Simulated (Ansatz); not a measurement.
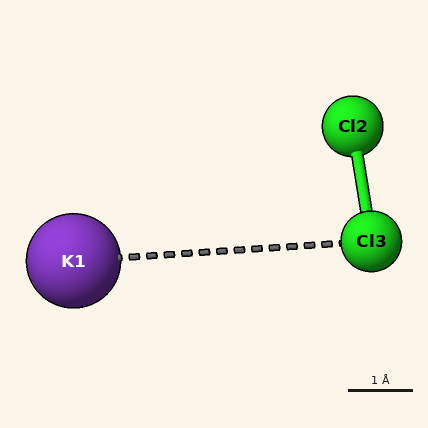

Two molecules or ions; the broken line marks their closest contact (measured against van der Waals radii). Charge +1, singlet. Geometry: a pair of rigid molecules at a changed separation. Program: Ansatz 0.2.0.

Question: Which two species are they?

Answer: K and Cl2 (`ClCl.[K+]`).

Question: How long is the contact?

Answer: K1···Cl3 is 4.89 Å.

Give the counterpoise-corrected interaction energy (kJ/mol, monomers kept as in the pair) with RHF-CCSD(T) (frozen core)/def2-TZVPPD; ωB97M-V/def2-TZVPPD.

```csv
level,interaction energy (kJ/mol)
RHF-CCSD(T) (frozen core)/def2-TZVPPD,−8.3
ωB97M-V/def2-TZVPPD,−8.6
```
